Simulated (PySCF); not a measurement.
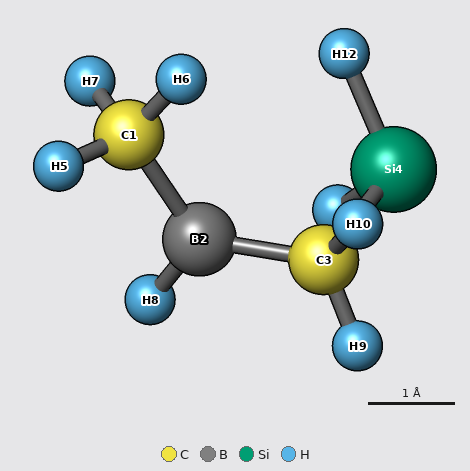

**Figure 1.** The structure as given in the input (ball-and-stick view, seen at a tilt; atoms are numbered from 1 in the order of the input).

**Geometry relaxation of C2H8BSi (charge −1)**

System: C2H8BSi, charge −1.
Method: PBE0-D3(BJ)/def2-SVP geometry optimisation from the GFN2-xTB point and Hessian, gas phase (PySCF 2.14.0).

The run did not end well.

**Input**
```
{"job": {"xc": "PBE0", "basis": "def2-SVP", "kind": "refine"}, "charge": -1, "multiplicity": 1}
C     -1.464568     0.627453    -0.320865
B     -0.322696    -0.477542    -0.544385
C      0.466255    -1.060321     0.602658
Si     1.969715     0.219075     0.622707
H     -2.442906     0.242769    -0.631079
H     -1.557528     0.938119     0.721528
H     -1.288137     1.529541    -0.913169
H     -0.097622    -0.804935    -1.671152
H      0.925150    -2.040656     0.466423
H      0.034809    -1.018860     1.603851
H      2.458594     0.266857    -0.776061
H      1.336778     1.552530     0.757499
```

The first line tells a small driver script what to run in PySCF; the rest is the geometry in Å.

Launch command:
```bash
OMP_NUM_THREADS=1 python <driver script> task.json out
```

**Log**
```
step      E/eV     max force
  0    -10746.98506   1.5367
  1    -10747.14818   0.4468
  2    -10747.17711   0.1943
  3    -10747.18237   0.2568
  4    -10747.18570   0.2424
  5    -10747.18595   0.3910
  6    -10747.19169   0.2089
  7    -10747.19565   0.2432
  8    -10747.20309   0.1745
  9    -10747.21083   0.1338
 10    -10747.21417   0.3022
 11    -10747.22809   0.1288
 12    -10747.23836   0.1471
 13    -10747.24544   0.3126
 14    -10747.25801   0.5272
 15    -10747.27380   0.6493
 16    -10747.28438   0.8321
 17    -10747.29305   0.8090
 18    -10747.30225   0.6188
 19    -10747.32770   0.5408
 20    -10747.32403   0.3990
 21    -10747.34970   0.3512
 22    -10747.35456   0.1983
 23    -10747.36214   0.1807
 24    -10747.36253   0.1330
```

**Trajectory as extended XYZ (Å, eV, eV/Å), 18 of the 25 frames kept, from step=0 to step=24**
```
12
Properties=species:S:1:pos:R:3:forces:R:3 step=0 energy=-10746.98506
C    -1.4646    0.6275   -0.3209    0.3290  -0.2740  -0.0650
B    -0.3227   -0.4775   -0.5444   -0.1080   0.9500   0.4810
C     0.4663   -1.0603    0.6027   -0.2500  -0.5540   0.0200
Si    1.9697    0.2191    0.6227    0.7230  -0.7570   1.1250
H    -2.4429    0.2428   -0.6311   -0.3510  -0.1770  -0.1660
H    -1.5575    0.9381    0.7215    0.0060   0.0970   0.3960
H    -1.2881    1.5295   -0.9132    0.0380   0.2640  -0.2330
H    -0.0976   -0.8049   -1.6712    0.1260  -0.2750  -0.6720
H     0.9251   -2.0407    0.4664    0.2250  -0.2580  -0.0740
H     0.0348   -1.0189    1.6039   -0.1510   0.1210   0.3350
H     2.4586    0.2669   -0.7761   -0.0150   0.1180  -0.9400
H     1.3368    1.5525    0.7575   -0.5710   0.7440  -0.2050
12
Properties=species:S:1:pos:R:3:forces:R:3 step=1 energy=-10747.14818
C    -1.4366    0.6465   -0.3211    0.1190  -0.0420  -0.0350
B    -0.2821   -0.4410   -0.5306   -0.0280   0.4170   0.1580
C     0.4565   -1.0946    0.6175   -0.1000  -0.2560   0.0500
Si    1.9870    0.1973    0.6571    0.3020  -0.1240   0.2740
H    -2.4169    0.2122   -0.5887   -0.0900  -0.0790  -0.0590
H    -1.5091    0.9998    0.7166    0.0060   0.0350   0.1520
H    -1.3096    1.5319   -0.9635    0.0100   0.0510  -0.0720
H    -0.0415   -0.7745   -1.6725    0.0550  -0.1050  -0.2600
H     0.9196   -2.0752    0.4650    0.1080  -0.1270  -0.0670
H     0.0200   -1.0526    1.6224   -0.0810   0.0820   0.1550
H     2.3714    0.2859   -0.8212   -0.1100   0.0200  -0.2010
H     1.2591    1.5383    0.7369   -0.1920   0.1300  -0.0960
12
Properties=species:S:1:pos:R:3:forces:R:3 step=3 energy=-10747.18237
C    -1.3989    0.6647   -0.3136    0.0910  -0.1510   0.0680
B    -0.2343   -0.4100   -0.5106    0.0120  -0.0310   0.0090
C     0.4526   -1.1234    0.6437    0.0090   0.0200   0.0030
Si    1.9825    0.2005    0.6436   -0.0330   0.0620  -0.0660
H    -2.3588    0.2151   -0.6242   -0.1250  -0.0700  -0.0500
H    -1.5115    0.9935    0.7294    0.0050   0.0300   0.1260
H    -1.2663    1.5592   -0.9325    0.0390   0.1970  -0.1600
H     0.0153   -0.7552   -1.6616   -0.0160   0.0030   0.0150
H     0.9211   -2.1042    0.4811   -0.0010  -0.0010  -0.0060
H     0.0143   -1.0602    1.6523   -0.0050   0.0010  -0.0170
H     2.2371    0.2804   -0.8806   -0.0150   0.0000   0.0590
H     1.1647    1.5136    0.6909    0.0390  -0.0610   0.0180
12
Properties=species:S:1:pos:R:3:forces:R:3 step=4 energy=-10747.18570
C    -1.3853    0.6662   -0.3254    0.0480  -0.0460   0.0410
B    -0.2349   -0.4249   -0.5097    0.0210  -0.0200  -0.0640
C     0.4558   -1.1293    0.6461    0.0210   0.0010   0.0360
Si    1.9872    0.1921    0.6279    0.0210   0.0430  -0.2100
H    -2.3527    0.2211   -0.6262   -0.0740  -0.0400  -0.0280
H    -1.4897    1.0155    0.7140    0.0100   0.0130   0.0500
H    -1.2451    1.5507   -0.9648    0.0250   0.0760  -0.0650
H     0.0006   -0.7931   -1.6573   -0.0180   0.0070   0.0190
H     0.9152   -2.1156    0.4909   -0.0110   0.0000  -0.0030
H     0.0246   -1.0507    1.6570    0.0070   0.0040  -0.0180
H     2.1728    0.3490   -0.9147   -0.0690  -0.0250   0.2310
H     1.1694    1.4930    0.7801    0.0190  -0.0120   0.0110
12
Properties=species:S:1:pos:R:3:forces:R:3 step=6 energy=-10747.19169
C    -1.3624    0.6658   -0.3365   -0.0900   0.1110  -0.0580
B    -0.2318   -0.4465   -0.5153    0.0140   0.0010  -0.0650
C     0.4611   -1.1368    0.6485    0.0070  -0.0020   0.0210
Si    1.9810    0.1936    0.6018    0.0650   0.0360  -0.1410
H    -2.3432    0.2358   -0.6388    0.0900   0.0460   0.0310
H    -1.4577    1.0220    0.7059    0.0100  -0.0170  -0.0930
H    -1.2032    1.5505   -0.9857   -0.0220  -0.1400   0.1070
H    -0.0219   -0.8436   -1.6589    0.0020   0.0120   0.0290
H     0.9136   -2.1283    0.5064   -0.0090   0.0100   0.0060
H     0.0341   -1.0372    1.6591    0.0060   0.0000  -0.0130
H     2.0784    0.4168   -0.9382   -0.0890  -0.0190   0.1880
H     1.1698    1.4818    0.8696    0.0150  -0.0370  -0.0130
12
Properties=species:S:1:pos:R:3:forces:R:3 step=7 energy=-10747.19565
C    -1.3612    0.6648   -0.3441   -0.0220   0.0430  -0.0120
B    -0.2254   -0.4443   -0.5178    0.0210  -0.0030  -0.0300
C     0.4627   -1.1334    0.6518    0.0170   0.0010   0.0230
Si    1.9938    0.1844    0.5925    0.0010   0.0440  -0.2150
H    -2.3391    0.2312   -0.6459    0.0630   0.0310   0.0220
H    -1.4561    1.0201    0.6973   -0.0040  -0.0040  -0.0520
H    -1.2035    1.5479   -0.9904   -0.0100  -0.0630   0.0400
H    -0.0113   -0.8438   -1.6586   -0.0100  -0.0100   0.0120
H     0.9064   -2.1298    0.5165   -0.0140   0.0070   0.0040
H     0.0357   -1.0230    1.6615   -0.0010  -0.0080  -0.0190
H     2.0249    0.4316   -0.9514   -0.0580  -0.0100   0.2360
H     1.1911    1.4684    0.9066    0.0170  -0.0290  -0.0080
12
Properties=species:S:1:pos:R:3:forces:R:3 step=8 energy=-10747.20309
C    -1.3466    0.6654   -0.3531    0.0380  -0.0450   0.0400
B    -0.2162   -0.4513   -0.5207    0.0320   0.0020   0.0010
C     0.4663   -1.1359    0.6578    0.0180   0.0060  -0.0110
Si    1.9929    0.1838    0.5697   -0.0170   0.0350  -0.1620
H    -2.3246    0.2426   -0.6605    0.0020   0.0020   0.0020
H    -1.4410    1.0156    0.6883   -0.0160   0.0160   0.0000
H    -1.1770    1.5483   -0.9900    0.0080   0.0300  -0.0430
H    -0.0076   -0.8654   -1.6567   -0.0170  -0.0210  -0.0020
H     0.9046   -2.1357    0.5322   -0.0130   0.0000   0.0000
H     0.0385   -1.0139    1.6651   -0.0110  -0.0020  -0.0030
H     1.9321    0.4667   -0.9637   -0.0390  -0.0050   0.1700
H     1.1963    1.4538    0.9496    0.0140  -0.0190   0.0090
12
Properties=species:S:1:pos:R:3:forces:R:3 step=10 energy=-10747.21417
C    -1.3156    0.6683   -0.3669    0.0260   0.0110  -0.0220
B    -0.1798   -0.4443   -0.5270    0.0060  -0.0320   0.0250
C     0.4789   -1.1374    0.6666   -0.0020   0.0120   0.0040
Si    1.9900    0.1838    0.5284    0.1370  -0.1900   0.1620
H    -2.2900    0.2357   -0.6693   -0.0220  -0.0150  -0.0040
H    -1.4172    1.0309    0.6685    0.0120   0.0120   0.0410
H    -1.1565    1.5470   -1.0132    0.0120   0.0240  -0.0410
H     0.0009   -0.8912   -1.6554    0.0060  -0.0170  -0.0140
H     0.8984   -2.1455    0.5483   -0.0010  -0.0120   0.0110
H     0.0350   -1.0032    1.6643   -0.0150  -0.0050   0.0170
H     1.7418    0.5069   -0.9500   -0.0650   0.0990  -0.2780
H     1.2320    1.4232    1.0236   -0.0960   0.1130   0.0980
12
Properties=species:S:1:pos:R:3:forces:R:3 step=11 energy=-10747.22809
C    -1.2991    0.6699   -0.3758    0.0070   0.0050  -0.0230
B    -0.1681   -0.4497   -0.5295    0.0210   0.0220  -0.0110
C     0.4843   -1.1414    0.6707    0.0190   0.0020   0.0060
Si    1.9900    0.1814    0.5078    0.0530  -0.0500   0.0690
H    -2.2767    0.2387   -0.6689   -0.0330  -0.0190  -0.0050
H    -1.3956    1.0444    0.6561    0.0210   0.0080   0.0330
H    -1.1393    1.5409   -1.0324    0.0120   0.0170  -0.0350
H     0.0008   -0.9137   -1.6536    0.0060  -0.0140  -0.0030
H     0.8945   -2.1543    0.5584   -0.0010  -0.0060   0.0090
H     0.0378   -0.9978    1.6660   -0.0080   0.0000   0.0110
H     1.6523    0.5505   -0.9595   -0.0800   0.0310  -0.0960
H     1.2369    1.4050    1.0787   -0.0170   0.0040   0.0450
12
Properties=species:S:1:pos:R:3:forces:R:3 step=13 energy=-10747.24544
C    -1.2667    0.6749   -0.3944   -0.0780  -0.0120  -0.0320
B    -0.1301   -0.4430   -0.5394    0.0830   0.1550  -0.1180
C     0.4946   -1.1448    0.6790    0.0790  -0.0060   0.0290
Si    1.9907    0.1731    0.4729   -0.1380   0.1950  -0.0740
H    -2.2466    0.2250   -0.6507   -0.0360  -0.0040   0.0080
H    -1.3448    1.0768    0.6296    0.0350   0.0010   0.0090
H    -1.1323    1.5297   -1.0791    0.0100  -0.0130  -0.0110
H     0.0183   -0.9398   -1.6549   -0.0030  -0.0070   0.0230
H     0.8814   -2.1685    0.5763   -0.0090   0.0130   0.0030
H     0.0300   -0.9874    1.6641    0.0020   0.0030  -0.0110
H     1.4617    0.6105   -0.9647   -0.0500  -0.1530   0.2680
H     1.2616    1.3675    1.1794    0.1050  -0.1720  -0.0940
12
Properties=species:S:1:pos:R:3:forces:R:3 step=14 energy=-10747.25801
C    -1.2537    0.6807   -0.4046   -0.1530  -0.0290  -0.0420
B    -0.0962   -0.4202   -0.5491    0.1660   0.2190  -0.2340
C     0.5026   -1.1388    0.6836    0.1290  -0.0360   0.0880
Si    1.9983    0.1638    0.4685   -0.3140   0.2820  -0.1710
H    -2.2326    0.2048   -0.6292    0.0550   0.0490   0.0330
H    -1.3145    1.0933    0.6182    0.0270   0.0080  -0.0530
H    -1.1517    1.5289   -1.1073   -0.0040  -0.0730   0.0540
H     0.0402   -0.9398   -1.6592   -0.0250   0.0030   0.0620
H     0.8719   -2.1700    0.5818   -0.0340   0.0320  -0.0030
H     0.0156   -0.9821    1.6589    0.0110  -0.0010  -0.0450
H     1.3618    0.6079   -0.9634   -0.0180  -0.2420   0.4680
H     1.2761    1.3454    1.2198    0.1610  -0.2100  -0.1570
12
Properties=species:S:1:pos:R:3:forces:R:3 step=16 energy=-10747.28438
C    -1.2549    0.6964   -0.4215   -0.1310  -0.1390   0.0460
B    -0.0219   -0.3466   -0.5644    0.2740   0.0850  -0.5630
C     0.5370   -1.1047    0.6996    0.1980  -0.2510   0.3440
Si    2.0350    0.1491    0.4861   -0.7100   0.1300  -0.4140
H    -2.2313    0.1931   -0.6548    0.4420   0.1960   0.1040
H    -1.3143    1.0623    0.6269   -0.0410   0.0840  -0.2990
H    -1.1667    1.5692   -1.1060   -0.0920  -0.1860   0.2360
H     0.0707   -0.9421   -1.6584   -0.0950   0.0640   0.2370
H     0.8713   -2.1505    0.5872   -0.1320   0.0830  -0.0170
H     0.0012   -0.9698    1.6572    0.0400  -0.0100  -0.1690
H     1.1953    0.5139   -0.9636    0.0720  -0.0690   0.5650
H     1.2964    1.3039    1.2299    0.1730   0.0130  -0.0700
12
Properties=species:S:1:pos:R:3:forces:R:3 step=17 energy=-10747.29305
C    -1.2348    0.6971   -0.4278   -0.2800  -0.1810   0.0540
B    -0.0018   -0.3463   -0.5719    0.1600   0.1620  -0.6290
C     0.5441   -1.1086    0.7027    0.2590  -0.2110   0.3580
Si    2.0233    0.1549    0.4730   -0.7200   0.1280  -0.3460
H    -2.2134    0.1961   -0.6503    0.3840   0.1940   0.1050
H    -1.2864    1.0713    0.6176   -0.0370   0.0790  -0.2810
H    -1.1505    1.5664   -1.1171   -0.0880  -0.1840   0.2260
H     0.0721   -0.9630   -1.6596   -0.0720   0.1060   0.2830
H     0.8734   -2.1560    0.5938   -0.1240   0.0830  -0.0300
H    -0.0029   -0.9707    1.6536    0.0410  -0.0060  -0.1830
H     1.0985    0.5383   -0.9572    0.2970  -0.1400   0.5720
H     1.2962    1.2945    1.2612    0.1810  -0.0280  -0.1300
12
Properties=species:S:1:pos:R:3:forces:R:3 step=18 energy=-10747.30225
C    -1.2317    0.6821   -0.4266   -0.2470  -0.0240   0.0180
B    -0.0302   -0.3835   -0.5798    0.1930   0.2910  -0.2040
C     0.5356   -1.1252    0.6918    0.0570   0.0120   0.1260
Si    1.9947    0.1646    0.4711   -0.1850   0.1070  -0.3720
H    -2.2151    0.2033   -0.6365    0.1570   0.0650   0.0650
H    -1.2737    1.0872    0.6040   -0.0060   0.0100  -0.1520
H    -1.1426    1.5400   -1.1233   -0.0590  -0.1130   0.1020
H     0.0410   -0.9868   -1.6626    0.0650   0.1390   0.1190
H     0.8708   -2.1675    0.5921   -0.0200   0.0040  -0.0230
H     0.0035   -0.9711    1.6437   -0.0410  -0.0230  -0.0570
H     1.1522    0.6164   -0.9254    0.0780  -0.4280   0.4400
H     1.3134    1.3144    1.2693    0.0070  -0.0400  -0.0610
12
Properties=species:S:1:pos:R:3:forces:R:3 step=20 energy=-10747.32403
C    -1.2587    0.6867   -0.4205    0.2700   0.1110   0.0630
B     0.0210   -0.3010   -0.5675   -0.0680  -0.3750  -0.1180
C     0.5530   -1.1012    0.7161    0.0740   0.0120  -0.0770
Si    2.0199    0.1363    0.4548   -0.0870  -0.1050  -0.1450
H    -2.2065    0.1772   -0.6814    0.0670  -0.0540   0.0420
H    -1.3547    1.0649    0.6167   -0.0080   0.0010  -0.1240
H    -1.1772    1.5666   -1.0854   -0.0980   0.0090   0.0260
H     0.1007   -0.9251   -1.6350   -0.1140  -0.0150   0.0340
H     0.8484   -2.1516    0.5911   -0.0600  -0.0590  -0.0200
H    -0.0045   -0.9561    1.6516   -0.0530   0.0110   0.0220
H     1.1344    0.4944   -0.9395    0.0840   0.2130   0.2090
H     1.3421    1.2829    1.2168   -0.0080   0.2510   0.0870
12
Properties=species:S:1:pos:R:3:forces:R:3 step=21 energy=-10747.34970
C    -1.2455    0.6840   -0.4326   -0.1810   0.0610  -0.0730
B     0.0139   -0.3190   -0.5943    0.1760   0.0210  -0.0240
C     0.5396   -1.1038    0.6927   -0.0940  -0.0920   0.1260
Si    2.0217    0.1266    0.4824   -0.1220   0.0600  -0.1760
H    -2.2041    0.1253   -0.5735    0.3000   0.1710   0.0640
H    -1.2672    1.1260    0.5844   -0.0280  -0.0090  -0.1620
H    -1.2538    1.5240   -1.1655   -0.0170  -0.2420   0.2030
H     0.0916   -0.9310   -1.6673    0.0150   0.0660   0.0370
H     0.8249   -2.1612    0.5826   -0.0370   0.0350  -0.0230
H    -0.0357   -0.9493    1.6212    0.0200  -0.0300  -0.0820
H     1.1586    0.5650   -0.8981   -0.0430  -0.0630   0.1640
H     1.3738    1.2874    1.2859    0.0110   0.0220  -0.0530
12
Properties=species:S:1:pos:R:3:forces:R:3 step=23 energy=-10747.36214
C    -1.2357    0.6840   -0.4296   -0.0780   0.1000  -0.0020
B     0.0336   -0.3057   -0.5893   -0.0690  -0.0740   0.0330
C     0.5373   -1.1130    0.6976    0.0040   0.0400  -0.0230
Si    2.0090    0.1276    0.4744    0.0230  -0.0650  -0.0130
H    -2.1857    0.1148   -0.5322    0.1360   0.0820   0.0350
H    -1.2449    1.1678    0.5687   -0.0150  -0.0510  -0.1520
H    -1.2631    1.4929   -1.1906   -0.0300  -0.1270   0.1250
H     0.1151   -0.9076   -1.6629   -0.0050  -0.0090  -0.0390
H     0.8154   -2.1681    0.5689    0.0030  -0.0200  -0.0090
H    -0.0524   -0.9706    1.6151   -0.0120   0.0050   0.0030
H     1.1228    0.5662   -0.8761    0.0600   0.0580   0.0240
H     1.3664    1.2858    1.2739   -0.0170   0.0610   0.0170
12
Properties=species:S:1:pos:R:3:forces:R:3 step=24 energy=-10747.36253
C    -1.2411    0.6790   -0.4298   -0.0460   0.0710  -0.0810
B     0.0195   -0.3168   -0.5917    0.1110   0.0710   0.0180
C     0.5312   -1.1101    0.6922   -0.0350  -0.0590   0.0240
Si    2.0161    0.1220    0.4767   -0.0120   0.0230  -0.0190
H    -2.1871    0.1092   -0.5317    0.0450   0.0250   0.0210
H    -1.2549    1.1608    0.5640    0.0090   0.0020  -0.0040
H    -1.2755    1.4875   -1.1875   -0.0050  -0.0850   0.0590
H     0.1078   -0.9064   -1.6722    0.0160   0.0090  -0.0090
H     0.8093   -2.1682    0.5724   -0.0070   0.0410   0.0050
H    -0.0554   -0.9585    1.6114    0.0100  -0.0160  -0.0130
H     1.1565    0.5815   -0.8715   -0.0780  -0.0540   0.0370
H     1.3913    1.2941    1.2857   -0.0080  -0.0290  -0.0380
```

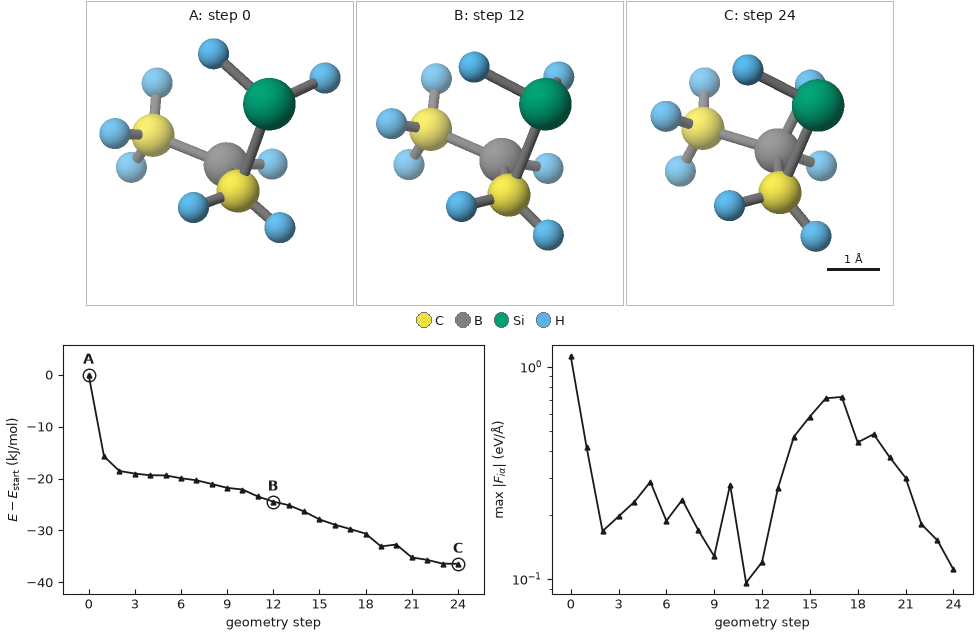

**Figure 2.** Frames of the relaxation (ball-and-stick view, seen at a tilt) above the curves, on which the letters mark them (steps are counted from 0).

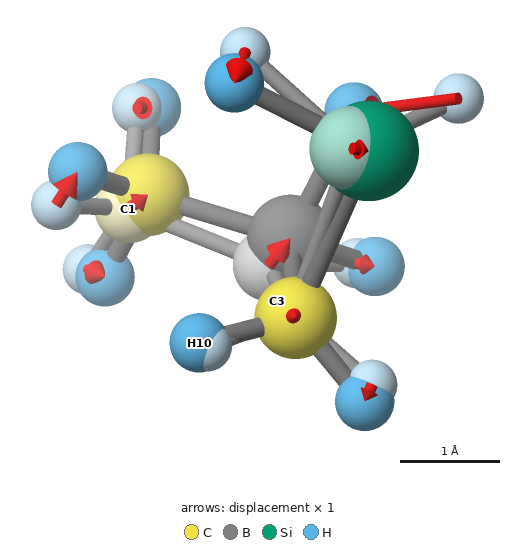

**Figure 3.** Start (faint) and end (solid) with the displacements as red arrows, at true length (ball-and-stick view, seen at a tilt). The two geometries are laid on each other by the best rigid fit. The relaxation stopped without meeting its thresholds, so the last structure isn't shown to be converged. The energy falls by 36.4 kJ/mol in 24 geometry steps. Largest force component: 1.1 eV/Å at the start, 0.11 eV/Å at the end. The atom that moves furthest after the best rigid fit is H11 (1.36 Å). By element the largest moves are H 1.36 Å, B 0.37 Å, C 0.24 Å, Si 0.21 Å. Distances before and after: B2–H11 2.889 → 1.476 Å, Si4–H11 1.483 → 1.664 Å, B2–C3 1.509 → 1.594 Å, Si4–H12 1.482 → 1.555 Å. Among the angles that change: C3–Si4–H11 105.2° → 82.5°, B2–C3–Si4 98.9° → 80.8°, H11–Si4–H12 101.4° → 90.3°. (Atoms are counted from 1 in the order of the input.)

**Outcome**

- outcome: not converged
- total energy: −394.958291 hartree
- hardware: 1 CPU thread, shared host
- wall time: 2.3 min
- peak memory: 0.52 GiB

**Diagnosis**

The run did not converge. At least one of its steps failed, so the values that rest on that step are not results.
